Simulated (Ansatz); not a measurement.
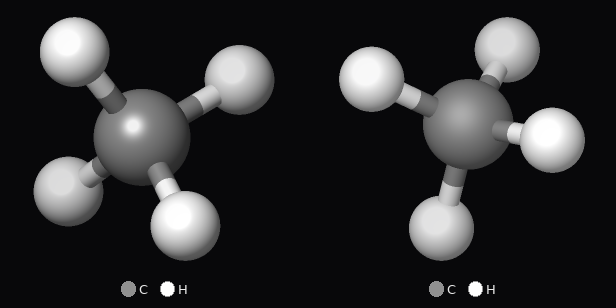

Both panels show the same species.

Computed geometry: PBE0-D4/def2-TZVP optimisation.

Describe the molecule.

The molecule is CH₄. The point group is Td. Coordination: 1 C tetrahedral.

More results for the same structure follow; atom numbers are the same in all pictures, views and colours differ.

### Thermal motion

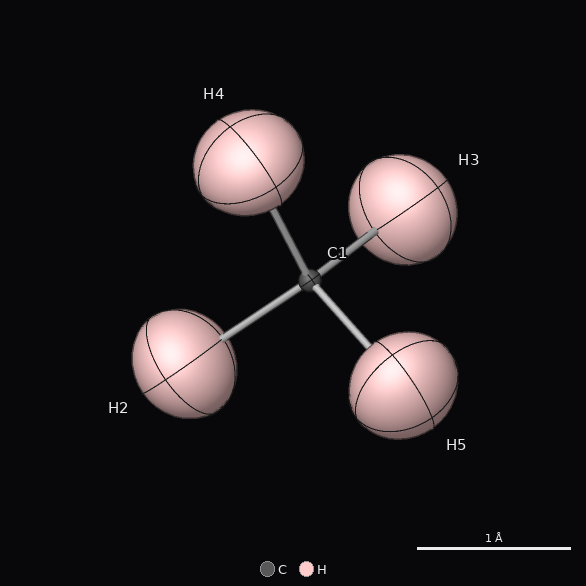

Displacement ellipsoids at the 50 % level, enlarged 3 times, from the internal vibrations of the free molecule (harmonic, no overall translation or rotation; no half-axis is drawn under 0.075 Å). Vibrations computed with RKS PBE0-D4/def2-TZVP (Ansatz 0.2.0). Temperature: 0 K (zero-point motion alone).

> Which atom moves most?

H2, H3, H4, H5, with U_eq = 0.0061 Å².

List U_eq and the three principal root-mean-square amplitudes for each kind of atom.

```
          atom  U_eq (Å²)   rms amplitudes (Å)
            C1    0.00021  0.014, 0.014, 0.014
H2, H3, H4, H5     0.0061  0.071, 0.081, 0.081
```

### Electronic properties

Method: RKS PBE0-D4/def2-TZVPP (Ansatz 0.2.0).

> Estimate the LUMO energy (Kohn–Sham orbital).

1.70 eV.

> Give the HOMO energy (Kohn–Sham orbital) at this level.

−10.98 eV.

### Vibrations

Harmonic vibrations computed with RKS PBE0-D4/def2-TZVP (Ansatz 0.2.0) at a stationary point of the same level.

> How many vibrational modes are there, and where do they lie?

9 modes: 1326, 1326, 1326, 1551, 1551, 3047, 3168, 3168, 3168 cm⁻¹.
